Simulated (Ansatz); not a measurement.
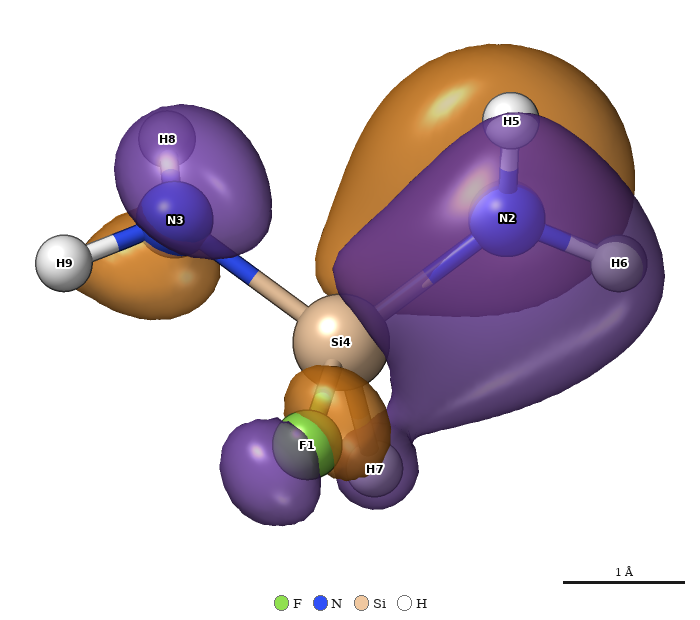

Figure 1: FH5N2Si (SMILES N[SiH](N)F). The HOMO−1 at ±0.1 Å⁻³ᐟ² (orange and purple are the two phases), seen across its widest extent.

Geometry: PBE-D3(BJ)/def2-SVP.

Computed with isolated molecule in a Gaussian basis; Kohn-Sham density functional theory, functional PBE0 in Ansatz.

Input file:

```
crystal:
  periodic: [false, false, false]
  atoms:
    - {symbol: F, position_ang: [-3.817187, -0.581173, 2.521634]}
    - {symbol: "N", position_ang: [-1.028779, -0.753112, 1.891024]}
    - {symbol: "N", position_ang: [-2.534306, 1.548119, 1.605896]}
    - {symbol: Si, position_ang: [-2.597121, -0.173366, 1.492870]}
    - {symbol: H, position_ang: [-0.555871, -0.421550, 2.734749]}
    - {symbol: H, position_ang: [-0.748928, -1.705022, 1.647654]}
    - {symbol: H, position_ang: [-2.963604, -0.838441, 0.198351]}
    - {symbol: H, position_ang: [-1.825764, 2.063631, 1.080745]}
    - {symbol: H, position_ang: [-3.403076, 2.080681, 1.682879]}
basis:
  gaussian: {orbitals: def2-TZVPD}
magnetization: {spin_polarized: false}
hamiltonian: {xc: pbe0}
output: {forces: true, orbitals: {seedname: orbitals}}
```

Run with:

```sh
ansatz run input.yaml --threads 2 --pin off --max-ram 4350MiB --events-out events.jsonl --progress --plain --runs-dir runs
```

Question: What is the character of this orbital?

Answer: Its weight (Hirshfeld) is mainly on N2 (about 65 %), Si4 (about 15 %) and N3 (about 5 %). Its energy is −8.04 eV.
